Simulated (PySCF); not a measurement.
## Electronic structure of C2H5F3O3Si2 in real space

Input

```
{"job": {"kind": "nmr", "xc": "PBE0", "basis": "pcSseg-1"}, "charge": 0, "multiplicity": 1}
F      3.249760    -1.081684    -0.042038
C      1.998738    -0.918318     0.425612
F      1.465495    -2.164146     0.466500
O      1.311998    -0.115247    -0.414237
C      0.348865     0.731032     0.197751
O     -0.481235    -0.014464     1.040356
Si    -1.863675    -0.575323     0.391732
F     -3.023390    -0.188164     1.410615
O     -1.991198     0.365241    -0.941553
Si    -0.740869     1.353548    -1.282906
H      2.052945    -0.547171     1.464411
H      0.866599     1.462357     0.831041
H     -1.890189    -1.965496     0.041343
H     -0.139800     0.935786    -2.531745
H     -1.168457     2.730039    -1.078793
```

Run with:

```sh
OMP_NUM_THREADS=1 python probes_run.py task.json out
```

Geometry: GFN2-xTB.

All numbers below come from PBE0/pcSseg-1, SCF density, gas phase, non-relativistic in PySCF.

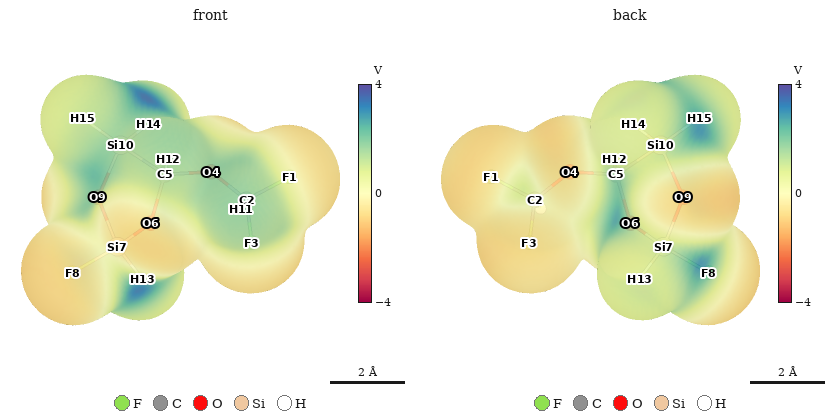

Figure 1. The electrostatic potential painted on the density surface at 0.004 e/bohr³, seen from the front and from behind; red is negative and blue positive.

> Where is the surface potential most negative and most positive?

The most negative region (about −1.0 V) lies over O9, the most positive (about +3.2 V) over Si7 and Si10. O9 is the likeliest acceptor of a hydrogen bond.

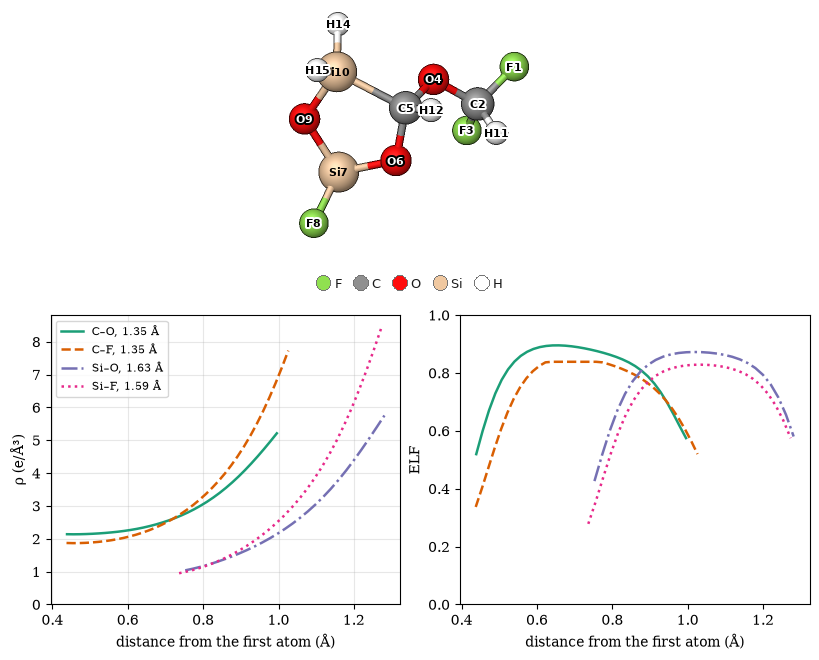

Figure 2. Total electron density and electron localisation function along straight lines between neighbouring atoms. The curves leave out the atomic cores. The structure is drawn too.

> Compare the contacts.

C–O (1.35 Å): ρ is about 2.4 e/Å³ halfway, with its minimum of 2.1 e/Å³ about 0.5 Å from C; the ELF peaks at about 0.90 between the atoms (a shared but strongly polarised pair).
C–F (1.35 Å): ρ at the midpoint is about 2.3 e/Å³, with its minimum of 1.9 e/Å³ about 0.5 Å from C; the ELF peaks at about 0.85 between the atoms (a shared but strongly polarised pair).
Si–O (1.63 Å): ρ at the midpoint is about 1.2 e/Å³; the ELF peaks at about 0.85 between the atoms (a short, strongly polar bond).
Si–F (1.59 Å): ρ at the midpoint is about 1.1 e/Å³; the ELF peaks at about 0.85 in the valence shell of F, 0.6 Å from its nucleus, and is about 0.50 at the midpoint.
